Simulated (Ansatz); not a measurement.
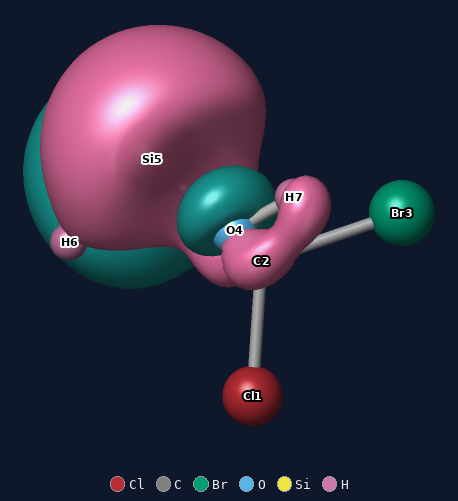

Figure. CH2BrClOSi. One frontier orbital at ±0.1 Å⁻³ᐟ² (teal and pink are the two phases), seen at an oblique angle.

The calculation used RKS PBE0-D4/def2-SVP (Ansatz).

```yaml
atoms:
  - { symbol: Cl, position_ang: [-0.2771, -1.4233, 1.6736] }
  - { symbol: C, position_ang: [-0.0194, -0.5985, 0.1499] }
  - { symbol: Br, position_ang: [-0.3932, -1.7865, -1.3462] }
  - { symbol: O, position_ang: [1.3336, -0.1359, 0.0478] }
  - { symbol: Si, position_ang: [-0.2106, 1.2902, -0.2082] }
  - { symbol: H, position_ang: [-0.0116, 1.6246, 1.2679] }
  - { symbol: H, position_ang: [1.7842, -0.5602, -0.7006] }
```

> Which orbital is it: HOMO or LUMO?

The LUMO, at −1.72 eV. By Hirshfeld shares it lies mainly on Si5 (about 75 %) and O4 (about 10 %).
